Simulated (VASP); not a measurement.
# HfGe with AM05: from relaxation to properties, part 2 of 5

Aim: relax HfGe, then compute properties on the relaxed cell. The cell is invented: it takes the structure of a Materials Project entry for HfTi (space group 187 there), with some of its atoms replaced by other elements, volume scaled by an estimate. It may not be a known or stable phase.

VASP 6.6.1, plane waves and PAW; the level of theory is named at each step.

Still holding for the runs below: The k-mesh is coarse for a metal.

So far. Step 2 (Rough relaxation of the start cell): It ends with forces that vanish by symmetry and a pressure of 0.09 GPa. The relaxed cell has a = 3.112, c = 4.379 Å (conventional setting).

**3. Relaxing cell and atoms (AM05)**

Level of this step: AM05; plane waves and PAW (Hf_pv, Ge_d); invented cell (VASP).

Properties are meant for the cell that this level of theory prefers, so cell and atoms are relaxed first (ISIF = 3) until forces and stress are small; EDIFFG sets the threshold.

INCAR reads:

```
SYSTEM = HfGe
PREC = Accurate
ENCUT = 410
EDIFF = 1E-06
NELM = 100
ISMEAR = 0
SIGMA = 0.05
LREAL = .FALSE.
ALGO = Normal
GGA = AM
NBANDS = 18
LORBIT = 11
LWAVE = .FALSE.
LCHARG = .FALSE.
IBRION = 2
NSW = 60
ISIF = 3
EDIFFG = -0.01
```

POSCAR reads:

```
HfGe
1.0
    3.1119088180     -0.0000000148      0.0000000000
   -1.5559549346      2.6949920497      0.0000000000
    0.0000000000      0.0000000000      4.3792029465
Hf Ge
1 1
Direct
    0.6666666700      0.3333333300      0.5000000000
    0.3333333300      0.6666666700      0.0000000000
```

KPOINTS reads:

```
Automatic mesh
0
Gamma
8 8 5
0 0 0
```

The projector-augmented-wave data sets are Hf_pv and Ge_d (PBE family, release 64).

Launch:

```sh
mpirun -np 1 vasp_std
```

The program printed:

```text
[banner, memory and clock lines left out]
running    1 mpi-ranks, on    1 nodes
 distrk:  each k-point on    1 cores,    1 groups
 distr:  one band on    1 cores,    1 groups

 POSCAR found type information on POSCAR HfGe
 POSCAR found :  2 types and       2 ions
 [... a notice as in an earlier step ...]

 LDA part: xc-table for (Slater+PW92), standard interpolation
 POSCAR, INCAR and KPOINTS ok, starting setup
 FFT: planning ... GRIDC
 FFT: planning ... GRID_SOFT
 FFT: planning ... GRID
 WAVECAR not read
 entering main loop
       N       E                     dE             d eps       ncg     rms          rms(c)
DAV:   1     0.130650275310E+03    0.13065E+03   -0.11446E+04  1142   0.268E+03
DAV:   2    -0.378928875861E+01   -0.13444E+03   -0.13085E+03  1184   0.455E+02
DAV:   3    -0.160794198364E+02   -0.12290E+02   -0.12166E+02  1312   0.975E+01
DAV:   4    -0.163401769206E+02   -0.26076E+00   -0.26051E+00  1308   0.148E+01
DAV:   5    -0.163435627002E+02   -0.33858E-02   -0.33855E-02  1350   0.187E+00    0.502E+01
DAV:   6    -0.159735897370E+02    0.36997E+00   -0.49133E-01  1180   0.457E+00    0.312E+01
DAV:   7    -0.158679695878E+02    0.10562E+00   -0.51450E-01  1224   0.644E+00    0.188E+00
DAV:   8    -0.158566617858E+02    0.11308E-01   -0.44209E-02  1284   0.191E+00    0.145E+00
DAV:   9    -0.158560705649E+02    0.59122E-03   -0.65000E-03  1308   0.720E-01    0.878E-01
DAV:  10    -0.158559169756E+02    0.15359E-03   -0.69137E-04  1190   0.198E-01    0.177E-01
DAV:  11    -0.158559194971E+02   -0.25215E-05   -0.23923E-05  1222   0.333E-02    0.388E-02
DAV:  12    -0.158559199889E+02   -0.49180E-06   -0.30440E-06   954   0.855E-03
   1 F= -.15855920E+02 E0= -.15854777E+02  d E =-.158559E+02
 curvature:   0.00 expect dE= 0.000E+00 dE for cont linesearch  0.000E+00
 trial: gam= 0.00000 g(F)=  0.541E-45 g(S)=  0.734E-03 ort = 0.000E+00 (trialstep = 0.100E+01)
 search vector abs. value=  0.734E-03
 bond charge predicted
       N       E                     dE             d eps       ncg     rms          rms(c)
DAV:   1    -0.158596291992E+02   -0.37097E-02   -0.91717E-02  1174   0.272E+00    0.403E-01
DAV:   2    -0.158577291481E+02    0.19001E-02   -0.25356E-03  1356   0.406E-01    0.217E-01
DAV:   3    -0.158569180327E+02    0.81112E-03   -0.81031E-04  1420   0.262E-01    0.125E-01
DAV:   4    -0.158568560392E+02    0.61993E-04   -0.14844E-04  1556   0.877E-02    0.409E-02
DAV:   5    -0.158568554190E+02    0.62018E-06   -0.47123E-06  1272   0.206E-02
   2 F= -.15856855E+02 E0= -.15856028E+02  d E =-.935430E-03
[... from here on, the cycles between the ionic steps are left out ...]
   3 F= -.15858150E+02 E0= -.15857820E+02  d E =-.223032E-02
   4 F= -.15855747E+02 E0= -.15855264E+02  d E =0.172942E-03
   5 F= -.15858283E+02 E0= -.15857997E+02  d E =-.236271E-02
   6 F= -.15858435E+02 E0= -.15858153E+02  d E =-.151932E-03
   7 F= -.15858474E+02 E0= -.15858189E+02  d E =-.190968E-03
   8 F= -.15858576E+02 E0= -.15858291E+02  d E =-.102285E-03
   9 F= -.15858683E+02 E0= -.15858395E+02  d E =-.209009E-03
  10 F= -.15858573E+02 E0= -.15858266E+02  d E =-.998008E-04
  11 F= -.15858694E+02 E0= -.15858401E+02  d E =-.219992E-03
 curvature:  -0.09 expect dE=-0.294E-05 dE for cont linesearch -0.294E-05
 ZBRENT: interpolating
 opt :   0.4352  next Energy=   -15.858700 (dE=-0.226E-03)
 bond charge predicted
       N       E                     dE             d eps       ncg     rms          rms(c)
DAV:   1    -0.158587356218E+02   -0.41828E-04   -0.78619E-04  1394   0.374E-01    0.620E-02
DAV:   2    -0.158587069345E+02    0.28687E-04   -0.52751E-05  1418   0.952E-02    0.218E-02
DAV:   3    -0.158586970130E+02    0.99215E-05   -0.12550E-05  1414   0.455E-02    0.110E-02
DAV:   4    -0.158586958450E+02    0.11680E-05   -0.86745E-07   578   0.937E-03    0.705E-03
DAV:   5    -0.158586956294E+02    0.21562E-06   -0.71789E-07   594   0.107E-02
  12 F= -.15858696E+02 E0= -.15858405E+02  d E =-.221958E-03
 curvature:  -0.19 expect dE=-0.357E-05 dE for cont linesearch -0.134E-06
 trial: gam=-0.06548 g(F)=  0.122E-43 g(S)=  0.188E-04 ort = 0.298E-04 (trialstep = 0.183E+00)
 search vector abs. value=  0.203E-04
 reached required accuracy - stopping structural energy minimisation
```

Elapsed: 87 s, on 1 MPI rank of AMD EPYC 7R43, shared host; peak memory 0.12 GiB.

Parts of OUTCAR (step 3):

```text
  LATTYP: Found a hexagonal cell.
 ALAT       =     3.1119088180
 C/A-ratio  =     1.4072401226

The static configuration has the point symmetry D_3h.

 Found     30 irreducible k-points:

   k-points           NKPTS =     30   k-points in BZ     NKDIM =     30   number of bands    NBANDS=     18

   dimension x,y,z NGX =    24 NGY =   24 NGZ =   30
   dimension x,y,z NGXF=    48 NGYF=   48 NGZF=   60

   ENCUT  =  410.0 eV  30.13 Ry    5.49 a.u.   5.14  5.14  7.23*2*pi/ulx,y,z

   NELECT =      24.0000    total number of electrons

 E-fermi :   6.3934

 k-point     1 :       0.0000    0.0000    0.0000
  band No.  band energies     occupation
    ...
      7     -17.8615      2.00000
      8     -17.8615      2.00000
      9      -5.3852      2.00000
     10       3.0560      2.00000
     11       4.2248      2.00000
     12       7.7958      0.00000
     13       7.7958      0.00000
     14      10.7017      0.00000
     15      10.7017      0.00000
     16      12.4498      0.00000
    ...

 k-point     2 :       0.1250   -0.0000    0.0000
  band No.  band energies     occupation
    ...
      7     -17.8629      2.00000
      8     -17.8575      2.00000
      9      -5.0306      2.00000
     10       3.5664      2.00000
     11       4.0984      2.00000
     12       6.9811      0.00000
     13       8.2073      0.00000
     14      10.4804      0.00000
     15      10.7999      0.00000
     16      11.2105      0.00000
    ...

  Total       -0.0197038     -0.0197038     -0.0009783      0.0000000      0.0000000      0.0000000
  in kB       -0.8609669     -0.8609668     -0.0427451      0.0000002      0.0000000      0.0000000
  external PRESSURE =      -0.5882263 kB  Pullay stress =       0.0000000 kB

  energy-cutoff  :      410.00
  volume of cell :       36.67
      direct lattice vectors                 reciprocal lattice vectors
     3.092031817 -0.000000011  0.000000000     0.323411938  0.186722035 -0.000000000
    -1.546016427  2.677778061 -0.000000000     0.000000001  0.373443945 -0.000000000
     0.000000000  0.000000000  4.428495292    -0.000000000  0.000000000  0.225810334

 POSITION                                       TOTAL-FORCE (eV/Angst)
 -----------------------------------------------------------------------------------
      1.54602      0.89259      2.21425         0.000000      0.000000      0.000000
     -0.00000      1.78519     -0.00000        -0.000000     -0.000000     -0.000000
 -----------------------------------------------------------------------------------
    total drift:                                0.000008     -0.000003      0.000000

  FREE ENERGIE OF THE ION-ELECTRON SYSTEM (eV)
  ---------------------------------------------------
  free  energy   TOTEN  =       -15.8586956294 eV

  energy  without entropy=      -15.8581144707  energy(sigma->0) =      -15.85840505

 total charge
# of ion       s       p       d       tot
------------------------------------------
    1        0.338   6.453   1.670   8.462
    2        1.161   1.171  10.035  12.367
--------------------------------------------------
tot          1.499   7.623  11.706  20.829

[... 2 parts as in an earlier step ...]

[... 7 further parts left out ...]
```

Step by step:

```tsv
step	energy less that of the first step (eV)	largest force (eV/Å)	pressure (GPa)	volume (Å³)
1	0.0000	0.0000	0.06	36.73
2	-0.0009	0.0000	-0.12	36.76
3	-0.0022	0.0000	-0.47	36.82
4	0.0002	0.0000	-0.95	36.93
5	-0.0024	0.0000	-0.78	36.84
6	-0.0025	0.0000	-0.58	36.80
7	-0.0026	0.0000	-0.50	36.77
8	-0.0027	0.0000	-0.32	36.74
9	-0.0028	0.0000	-0.20	36.69
10	-0.0027	0.0000	0.16	36.58
11	-0.0028	0.0000	0.06	36.65
12	-0.0028	0.0000	-0.06	36.67
```

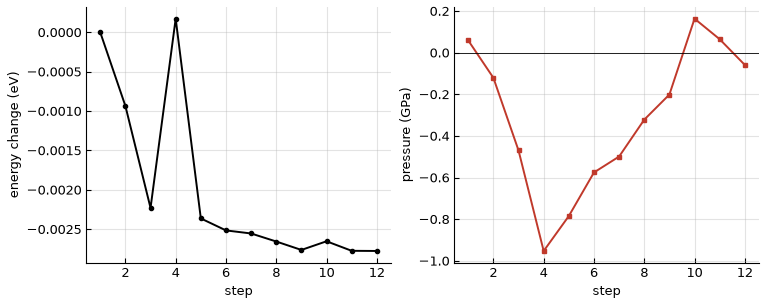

Energy and pressure along the relaxation.

```tsv
conventional cell, symmetrised	before	after	change
a (Å)	3.112	3.092	-0.6 %
b (Å)	3.112	3.092	-0.6 %
c (Å)	4.379	4.428	+1.1 %
volume (Å³/atom)	18.36	18.33	-0.2 %
```

Final coordinates:

```cif
data_structure
_symmetry_space_group_name_H-M 'P 1'
_symmetry_Int_Tables_number 1
_cell_length_a 3.0920
_cell_length_b 3.0920
_cell_length_c 4.4285
_cell_angle_alpha 90.000
_cell_angle_beta 90.000
_cell_angle_gamma 120.000
_cell_volume 36.67
loop_
_atom_site_label
_atom_site_type_symbol
_atom_site_fract_x
_atom_site_fract_y
_atom_site_fract_z
_atom_site_occupancy
Hf1 Hf 0.66667 0.33333 0.50000 1
Ge2 Ge 0.33333 0.66667 0.00000 1
```

Numbers from this step:

```
irreducible k-points            : 30
free energy (TOTEN)             : -15.86 eV
energy at zero smearing         : -15.86 eV
Fermi energy                    : 6.393 eV
pressure                        : -0.05882 GPa
SCF cycles over all ionic steps : 73
```

It ends with forces that vanish by symmetry and a pressure of -0.06 GPa.

**4. Single point with fields (AM05)**

The relaxed cell gets a fresh self-consistent run, on a basis set for its own volume, to fix the density and to check the remaining stress.

INCAR: that of step 3 with these lines changed.

```diff
@@ -13,6 +13,5 @@
 LWAVE = .FALSE.
-LCHARG = .FALSE.
-IBRION = 2
-NSW = 60
-ISIF = 3
-EDIFFG = -0.01
+LCHARG = .TRUE.
+ISIF = 2
+LELF = .TRUE.
+LVHAR = .TRUE.
```

POSCAR reads:

```
HfGe
1.0
    3.0920318168     -0.0000000107      0.0000000000
   -1.5460164272      2.6777780606      0.0000000000
    0.0000000000      0.0000000000      4.4284952924
Hf Ge
1 1
Direct
    0.6666666700      0.3333333300      0.5000000000
    0.3333333300      0.6666666700      0.0000000000
```

KPOINTS is that of step 3.

Launch:

```sh
mpirun -np 1 vasp_std
```

The program printed:

```text
[... set-up lines as in an earlier step ...]
 entering main loop
       N       E                     dE             d eps       ncg     rms          rms(c)
DAV:   1     0.119622671238E+03    0.11962E+03   -0.11475E+04  1178   0.264E+03
DAV:   2    -0.486577951069E+01   -0.12449E+03   -0.12151E+03  1142   0.437E+02
DAV:   3    -0.161140814873E+02   -0.11248E+02   -0.11173E+02  1340   0.931E+01
DAV:   4    -0.163266135458E+02   -0.21253E+00   -0.21233E+00  1324   0.132E+01
DAV:   5    -0.163292627492E+02   -0.26492E-02   -0.26490E-02  1276   0.165E+00    0.500E+01
DAV:   6    -0.159731058328E+02    0.35616E+00   -0.43988E-01  1188   0.455E+00    0.309E+01
DAV:   7    -0.158673951058E+02    0.10571E+00   -0.46907E-01  1210   0.624E+00    0.159E+00
DAV:   8    -0.158591158805E+02    0.82792E-02   -0.41089E-02  1276   0.187E+00    0.111E+00
DAV:   9    -0.158587034401E+02    0.41244E-03   -0.45986E-03  1370   0.661E-01    0.651E-01
DAV:  10    -0.158586215216E+02    0.81919E-04   -0.41667E-04  1298   0.182E-01    0.164E-01
DAV:  11    -0.158586229863E+02   -0.14647E-05   -0.14486E-05  1248   0.291E-02    0.394E-02
DAV:  12    -0.158586235426E+02   -0.55636E-06   -0.17479E-06   914   0.118E-02
   1 F= -.15858624E+02 E0= -.15858333E+02  d E =-.581249E-03
```

Elapsed: 11 s, on 1 MPI rank; peak memory 0.11 GiB.

OUTCAR, selected parts (step 4):

```text
  LATTYP: Found a hexagonal cell.
 ALAT       =     3.0920318168
 C/A-ratio  =     1.4322282417

The static configuration has the point symmetry D_3h.

 Found     30 irreducible k-points:

   dimension x,y,z NGX =    20 NGY =   20 NGZ =   30
   dimension x,y,z NGXF=    40 NGYF=   40 NGZF=   60

   ENCUT  =  410.0 eV  30.13 Ry    5.49 a.u.   5.10  5.10  7.31*2*pi/ulx,y,z

   NELECT =      24.0000    total number of electrons

 E-fermi :   6.3935

 k-point     1 :       0.0000    0.0000    0.0000
  band No.  band energies     occupation
    ...
      7     -17.8619      2.00000
      8     -17.8619      2.00000
      9      -5.3853      2.00000
     10       3.0560      2.00000
     11       4.2248      2.00000
     12       7.7958      0.00000
     13       7.7958      0.00000
     14      10.7019      0.00000
     15      10.7019      0.00000
     16      12.4500      0.00000
    ...

 k-point     2 :       0.1250    0.0000    0.0000
  band No.  band energies     occupation
    ...
      7     -17.8633      2.00000
      8     -17.8579      2.00000
      9      -5.0307      2.00000
     10       3.5664      2.00000
     11       4.0983      2.00000
     12       6.9811      0.00000
     13       8.2073      0.00000
     14      10.4806      0.00000
     15      10.8000      0.00000
     16      11.2105      0.00000
    ...

  Total       -0.0213924     -0.0213924     -0.0012803      0.0000000      0.0000000      0.0000000
  in kB       -0.9347509     -0.9347508     -0.0559431      0.0000002      0.0000000      0.0000000
  external PRESSURE =      -0.6418149 kB  Pullay stress =       0.0000000 kB

  energy-cutoff  :      410.00
  volume of cell :       36.67
      direct lattice vectors                 reciprocal lattice vectors
     3.092031817 -0.000000011  0.000000000     0.323411938  0.186722035  0.000000000
    -1.546016427  2.677778061  0.000000000     0.000000001  0.373443945  0.000000000
     0.000000000  0.000000000  4.428495292     0.000000000  0.000000000  0.225810334

 POSITION                                       TOTAL-FORCE (eV/Angst)
 -----------------------------------------------------------------------------------
      1.54602      0.89259      2.21425        -0.000000     -0.000000      0.000000
     -0.00000      1.78519      0.00000         0.000000      0.000000      0.000000
 -----------------------------------------------------------------------------------
    total drift:                                0.000009     -0.000003     -0.000000

  FREE ENERGIE OF THE ION-ELECTRON SYSTEM (eV)
  ---------------------------------------------------
  free  energy   TOTEN  =       -15.8586235426 eV

  energy  without entropy=      -15.8580422937  energy(sigma->0) =      -15.85833292

 total charge
# of ion       s       p       d       tot
------------------------------------------
    1        0.338   6.453   1.670   8.462
    2        1.161   1.171  10.035  12.367
--------------------------------------------------
tot          1.500   7.624  11.706  20.829

[... 2 parts as in an earlier step ...]

[... 7 further parts left out ...]
```

Numbers from this step:

```
SCF cycles   : 12
Fermi energy : 6.394 eV
pressure     : -0.06418 GPa
```

Valence electrons inside each PAW sphere by angular momentum. Sphere charges, by row:

```tsv
atom	s (e)	p (e)	d (e)	tot (e)
Hf1	0.338	6.453	1.67	8.462
Ge2	1.161	1.171	10.04	12.37
```

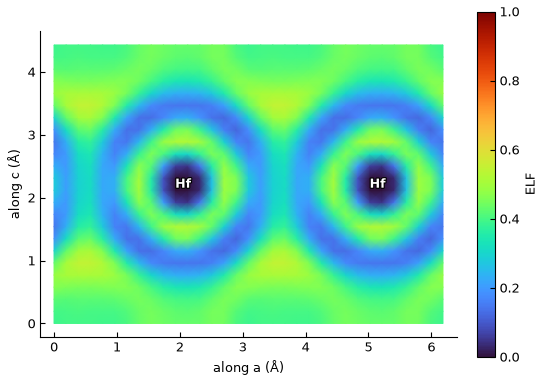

ELF in the ac plane at fractional y = 0.333, with atoms of Hf within 0.2 Å of it. It is the smooth field of the valence electrons, not physical close to the nuclei.

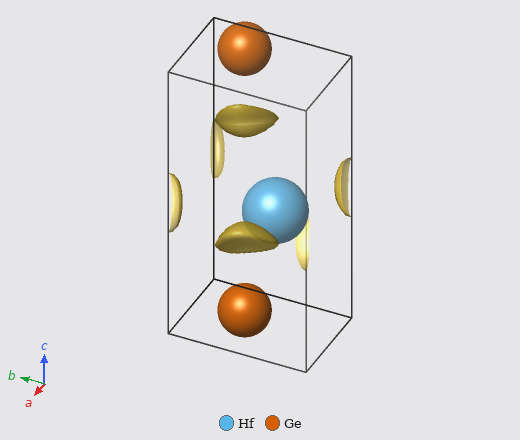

Surface of ELF = 0.64.

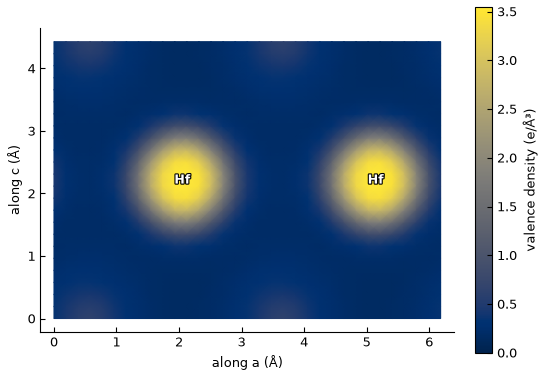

Valence density in the ac plane at fractional y = 0.333, with atoms of Hf within 0.2 Å of it. It is the smooth field of the valence electrons, not physical close to the nuclei.

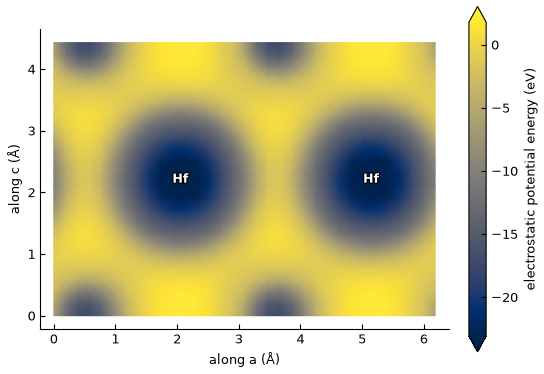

Electrostatic potential energy in the ac plane at fractional y = 0.333, with atoms of Hf within 0.2 Å of it. With pseudopotentials it is smooth inside the atoms' cores, unlike the true potential.

In this run the pressure is -0.06 GPa, small enough to go on.

[end of part 2 of 5]

[Lines on the potential files, build, host, timing and source positions are cut from VASP's logs without a mark.]

[Logs are printed without paths, hosts, clocks, repeated set-up lines and the standing remarks that a program may print on its own settings, such as how far it seeks lower states.]

[Hosts, paths, dates, database ids (printed as entryN), source tags and the programs' standing remarks are cut or masked in the printed files.]

[A measured line is paired with the nearest computed mode of its activity, which favours agreement.]
